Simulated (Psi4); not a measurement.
# B2PLYP/def2-TZVPPD (density fitting for correlation) run of AlH (SMILES [AlH])

Aim: the vertical ionisation energy of AlH at B2PLYP/def2-TZVPPD (density fitting for correlation), from 2 runs. 

Program for the calculation: Psi4 1.11.

2 further runs of the same task are left out: 2 set aside as unsound or not needed.

### 1 The system as given

AlH: 2 atoms, total charge 0, spin state singlet. As SMILES, `[AlH]`. The coordinates come from a PBE0-D4/def2-TZVP relaxation.

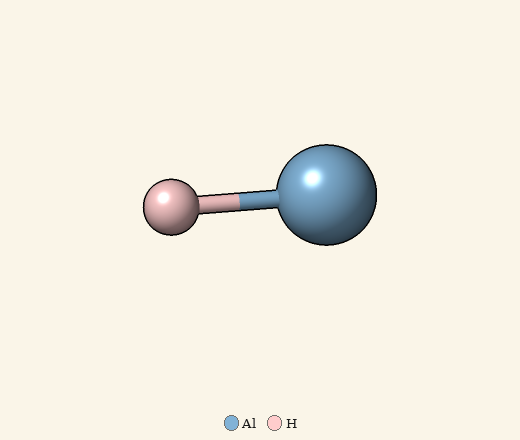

The structure, seen from a chosen angle (aluminium light blue, hydrogen pink).

### 2 A single-point energy at B2PLYP/def2-TZVPPD (density fitting for correlation)

The input, run.py:

```python
import psi4

psi4.set_memory(1600000000)
psi4.set_num_threads(1)
psi4.set_output_file('output.dat', False)

mol = psi4.geometry("""
0 1
Al     0.000000     0.000000    -0.025640
H      0.000000     0.000000     1.639110
units angstrom
symmetry c1
no_reorient
no_com
""")

psi4.set_options({
    'basis': 'def2-TZVPPD',
    'puream': True,
    'e_convergence': 1e-09,
    'd_convergence': 1e-08,
    'scf_type': 'pk',
    'dft_radial_points': 99,
    'dft_spherical_points': 590,
    'num_frozen_docc': 5,
})

energy_value, wavefunction = psi4.energy('b2plyp', molecule=mol, return_wfn=True)
print('E =', round(energy_value, 9))
```

On the command line:

```console
$ python run.py
```

output.dat (excerpt; [...] marks lines left out):

```text
[...]
  Running in c1 symmetry.
[...]
  Nuclear repulsion =    4.132334427817991
[...]
  Multiplicity = 1
[...]
  Nalpha       = 7
  Nbeta        = 7
[...]
    Number of basis functions: 65
[...]
   @RKS iter   1:  -242.82991288771703   -4.40154e-01   2.78728e-03 ADIIS/DIIS
[...]
   @RKS iter   8:  -242.84036501951110   -3.06102e-11   6.15799e-09 DIIS
[...]
    Orbital Energies [Eh]
    ---------------------
    Doubly Occupied:
       1A    -57.063665     2A     -4.455560     3A     -2.908732
       4A     -2.908732     5A     -2.903996     6A     -0.418091
       7A     -0.242281
[...]
  @RKS Final Energy:  -242.84036501951110
   => Energetics <=
    Nuclear Repulsion Energy =              4.1323344278179910
    One-Electron Energy =                -345.6670161568521280
    Two-Electron Energy =                 107.7426431587404352
    DFT Exchange-Correlation Energy =      -9.0483264492173721
    Empirical Dispersion Energy =           0.0000000000000000
    VV10 Nonlocal Energy =                  0.0000000000000000
    Total Energy =                       -242.8403650195110970
[...]
 Multipole Moments:
 ------------------------------------------------------------------------------------
     Multipole            Electronic (a.u.)      Nuclear  (a.u.)        Total (a.u.)
 ------------------------------------------------------------------------------------
 L = 1.  Multiply by 2.5417464519 to convert [e a0] to [Debye]
 Dipole X            :         -0.0000000            0.0000000           -0.0000000
 Dipole Y            :         -0.0000000            0.0000000           -0.0000000
 Dipole Z            :         -2.5325324            2.4675855           -0.0649469
 Magnitude           :                                                    0.0649469
[...]
```

On the terminal:

```text
E = -242.86184824
```

Run time: 2.7 s. Hardware: 1 thread of Intel Xeon 6975P-C (Granite Rapids), shared host; peak memory 0.44 GiB.

### 3 The doublet cation

The input, run.py:

```python
import psi4

psi4.set_memory(1600000000)
psi4.set_num_threads(1)
psi4.set_output_file('run.log', False)

geom = psi4.geometry("""
1 2
Al     0.000000     0.000000    -0.025640
H      0.000000     0.000000     1.639110
symmetry c1
""")

psi4.set_options({
    'basis': 'def2-TZVPPD',
    'reference': 'uks',
    'puream': True,
    'e_convergence': 1e-09,
    'd_convergence': 1e-08,
    'scf_type': 'pk',
    'dft_radial_points': 99,
    'dft_spherical_points': 590,
    'num_frozen_docc': 5,
    'maxiter': 100,
})

e_tot = psi4.energy("b2plyp")
print(f'total energy {e_tot:.8f} hartree = {e_tot * 27.211386:.5f} eV')
```

On the command line:

```console
$ python run.py
```

run.log (excerpt; [...] marks lines left out):

```text
[...]
  Running in c1 symmetry.
[...]
  Nuclear repulsion =    4.132334427817990
[...]
  Multiplicity = 2
[...]
  Nalpha       = 7
  Nbeta        = 6
[...]
    Number of basis functions: 65
[...]
   @UKS iter   1:  -242.52675083800688   -1.36992e-01   2.59652e-03 DIIS/ADIIS
[...]
   @UKS iter  11:  -242.55099214161606   -1.19371e-12   1.53453e-09 DIIS
[...]
   @S^2 Observed:                7.690117826E-01
[...]
    Orbital Energies [Eh]
    ---------------------
    Alpha Occupied:
       1A    -57.393338     2A     -4.781271     3A     -3.232896
       4A     -3.232896     5A     -3.231985     6A     -0.721752
       7A     -0.554612
    Alpha Virtual:
       8A     -0.269897     9A     -0.269897    10A     -0.150020
      11A     -0.117146    12A     -0.084004    13A     -0.084004
      14A     -0.073867    15A     -0.073867    16A     -0.043596
      17A     -0.001533    18A      0.036447    19A      0.036447
      20A      0.055906    21A      0.055906    22A      0.078826
      23A      0.078826    24A      0.086459    25A      0.123596
[...]
  @UKS Final Energy:  -242.55099214161606
   => Energetics <=
    Nuclear Repulsion Energy =              4.1323344278179901
    One-Electron Energy =                -341.3213803046917292
    Two-Electron Energy =                 103.5703761019097016
    DFT Exchange-Correlation Energy =      -8.9323223666520200
    Empirical Dispersion Energy =           0.0000000000000000
    VV10 Nonlocal Energy =                  0.0000000000000000
    Total Energy =                       -242.5509921416160921
[...]
 Multipole Moments:
 ------------------------------------------------------------------------------------
     Multipole            Electronic (a.u.)      Nuclear  (a.u.)        Total (a.u.)
 ------------------------------------------------------------------------------------
 L = 1.  Multiply by 2.5417464519 to convert [e a0] to [Debye]
 Dipole X            :         -0.0000000            0.0000000           -0.0000000
 Dipole Y            :          0.0000000            0.0000000            0.0000000
 Dipole Z            :         -1.7055830            1.5600499           -0.1455331
 Magnitude           :                                                    0.1455331
[...]
```

The script printed:

```text
total energy -242.56276834 hartree = -6600.46912 eV
```

It took 4.5 s on 1 thread of Intel Xeon 6975P-C (Granite Rapids), shared host; peak memory 0.44 GiB.

### 4 What came out

Level: B2PLYP/def2-TZVPPD (density fitting for correlation), 5 core orbitals frozen.

| quantity | value |
| --- | --- |
| singlet AlH: total energy | -242.86185 Eh |
| singlet AlH: HOMO energy (SCF part's orbitals) | -6.59 eV |
| singlet AlH: LUMO energy (SCF part's orbitals) | -0.76 eV |
| singlet AlH: HOMO–LUMO gap (SCF part's orbitals) | 5.83 eV |
| doublet cation: total energy | -242.56277 Eh |
| doublet cation: HOMO energy (SCF part's orbitals) (highest over α and β) | -15.09 eV |
| doublet cation: LUMO energy (SCF part's orbitals) (lowest over α and β) | -9.18 eV |
| doublet cation: ⟨S²⟩ | 0.769 |
| vertical ionisation energy (to the doublet cation) | 8.138 eV |

In words: The vertical ionisation energy comes to 8.14 eV (188 kcal/mol). The negative HOMO energy of the first species, 6.59 eV, lies 1.55 eV below that difference.
